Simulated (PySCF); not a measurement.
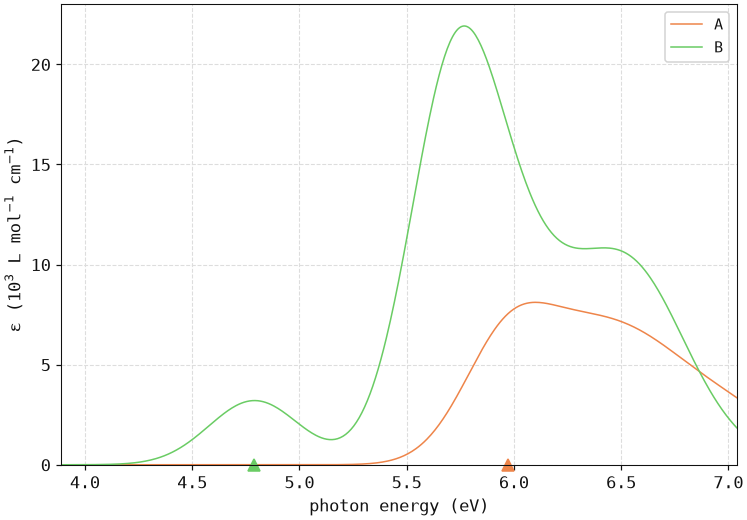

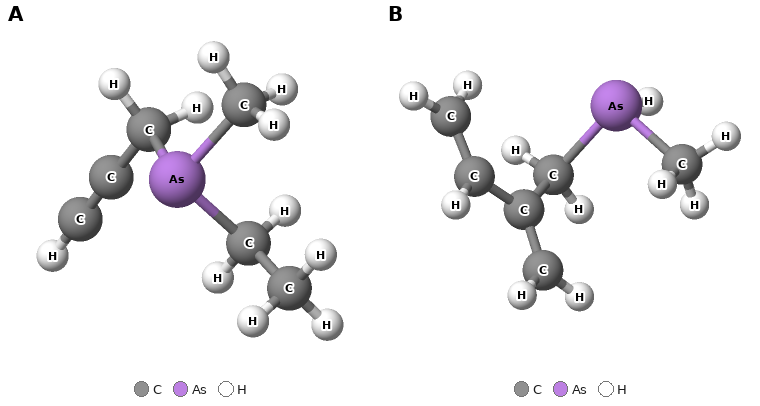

Related molecules: A is C₆H₁₁As, SMILES C#CC[As](C)CC; B is C₆H₁₁As, SMILES C=CC(=C)C[AsH]C. Vertical TDDFT absorption, PBE0/def2-SVPD with PySCF, at a PBE0-D3(BJ)/def2-SVP geometry (no frequency check); Gaussians of 1/e half-width 0.30 eV, triangles mark S1, and the range ends where the computed states of one molecule run out.

> How does the lowest singlet move?

A: 5.97 eV (f = 0.117, mainly HOMO → LUMO (95 %)); B: 4.79 eV (f = 0.059, mainly HOMO → LUMO (77 %)). From A to B it shifts 1.18 eV to the red.

> And the brightest state of each within the range drawn?

A: S1 at 5.97 eV, f = 0.12; B: S2 at 5.72 eV, f = 0.34.

Caveats, for all or some of the runs: core orbitals are frozen in the response; one conformer of a flexible molecule; states above the negative HOMO energy depend on the basis.
